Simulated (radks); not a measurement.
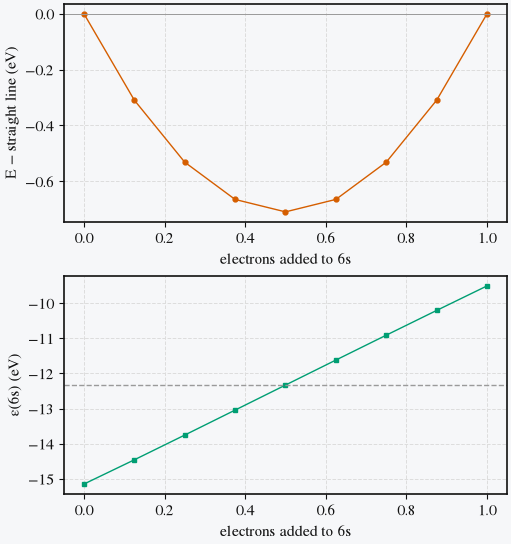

The calculation used the in-house radial solver radks at this level: Dirac Kohn-Sham, LDA (Slater exchange, Perdew-Wang correlation), spin-unpolarised, spherical densities, finite nucleus. The occupation of the 6s shell is varied from Gd²⁺ ([Xe] 4f7 5d1 (4f5/2: 6, 4f7/2: 1, 5d3/2: 1)) to Gd⁺ ([Xe] 4f7 5d1 6s1 (4f5/2: 6, 4f7/2: 1, 5d3/2: 1)), with spherical fractional occupations. The plot shows the total energy less the straight line between the end points, and the eigenvalue of 6s (the dashed line is minus the energy to take the whole electron out).

> What does the shape say about the method?

The curve is convex (below the straight line), with the largest deviation among the points computed, −0.71 eV, at 0.5. The end points differ by 12.3 eV, the energy to take the electron out. The eigenvalue, which is the slope of the energy (Janak's theorem), moves from −15.2 eV at 0 to −9.51 eV at 1; for a straight line it would stay constant, and a parabola would sag by an eighth of this change, scaled to a whole electron, 0.71 eV. Convexity is the delocalisation error: fractional charges are too low in energy.
